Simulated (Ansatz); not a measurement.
# How far to go with the plane-wave cutoff: ScCd (P4mm, 2 atoms in the cell)

```
ScCd
1.0
    3.54389     0.00000     0.00000
    0.00000     3.54389     0.00000
    0.00000     0.00000     3.54389
Sc Cd
1 1
Cartesian
  1.77195   1.77195   1.82195
  0.00000   0.00000   0.00000
```

Level of theory: PBEsol, default PAW files made with PBE (plane waves; Ansatz, an electronic-structure program).

Base settings: basis.ecutwfc = 30.9 Ry; kpoints.mp_grid.grid = 9 9 9; hamiltonian.xc = pbesol; hamiltonian.pseudopotentials = {kind: paw} (the program's default PAW files); scf.occupations.method = gaussian; scf.occupations.width = 0.0073 Ry.

The second cell is the first with its lattice scaled by 0.98.

The mesh stays at the base's, so the ladder's end is converged at best in this setting alone.

The first pressure column holds Ansatz's estimate of the finite-basis (Pulay) stress, which hides part of the cutoff error; the other is without it.

Only quantities that move along the ladder and can be compared are tabulated.

The count of work is k-points × plane waves × bands × iterations; it is no time. 

The starting cell comes from a database of computed structures (which also holds hypothetical and non-ambient phases and stackings), without a prior relaxation at this level. Its lattice was rescaled by up to half a per cent. One atom was moved a little off its site on purpose. In the base run, with a pressure of about -3 GPa the cell is away from its equilibrium volume at this level.

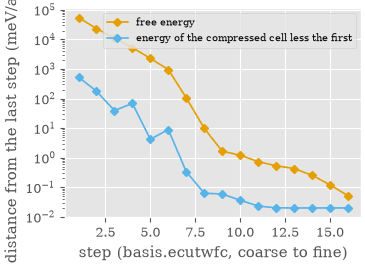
Distance from the last step along the ladder; very small values are drawn at a floor.

```csv
basis.ecutwfc,free energy less the last step's (meV/atom),energy of the compressed cell less the first (meV/atom),pressure (GPa),pressure without the Pulay estimate (GPa),largest difference of a force vector from the last step's (eV/Å),count of work / last
10.7 Ry,54741.97,-543.38,-7.42,-1280.91,0.218,0.083
12.5 Ry,23375.84,166.57,3.72,-681.18,0.192,0.10
14 Ry,10993.84,28.50,2.55,-379.15,0.014,0.10
15.4 Ry,5251.89,57.32,-2.61,-211.42,0.105,0.11
16.9 Ry,2280.00,-6.77,-3.88,-108.59,0.048,0.13
18.4 Ry,957.69,-19.93,-3.67,-54.64,0.014,0.14
21.7 Ry,105.57,-11.31,-3.31,-11.44,0.000,0.15
24.6 Ry,9.84,-10.91,-3.32,-4.31,0.000,0.19
27.9 Ry,1.67,-10.91,-3.33,-3.36,0.000,0.23
30.9 Ry,1.21,-10.94,-3.33,-3.36,0.000,0.28
33.8 Ry,0.74,-10.95,-3.33,-3.35,0.000,0.32
37.1 Ry,0.53,-10.95,-3.33,-3.34,0.000,0.37
41.5 Ry,0.43,-10.96,-3.33,-3.34,0.000,0.42
46.3 Ry,0.26,-10.96,-3.33,-3.34,0.000,0.49
54 Ry,0.12,-10.97,-3.33,-3.34,0.000,0.62
61.7 Ry,0.05,-10.97,-3.33,-3.34,0.000,0.78
74.2 Ry,0.00,-10.97,-3.33,-3.33,0.000,1.0
```

Coarsest basis.ecutwfc that holds the free energy within 1 meV/atom of the last step, with all finer ones: 33.8 Ry, at 0.32 of the last step's count of work; the step before is off by 1.2 meV/atom.

Coarsest basis.ecutwfc that holds the forces within 0.01 eV/Å of the last step, with all finer ones: 21.7 Ry, at 0.15 of the last step's count of work; the step before is off by 0.014 eV/Å.

Coarsest basis.ecutwfc that holds the energy of the compressed cell less the first within 1 meV/atom of the last step, with all finer ones: 21.7 Ry, at 0.15 of the last step's count of work; the step before is off by 9.0 meV/atom.

The energy difference between the two cells stays within 1 meV/atom of the last step's from 21.7 Ry on, the total only from 33.8 Ry on: much of the error is common to both cells and cancels.

At the lowest cutoff the pressure without the Pulay estimate lies 1280 GPa under the last step's, the usual sign of Pulay stress in an incomplete plane-wave basis.

Keys are those of Ansatz 0.2.
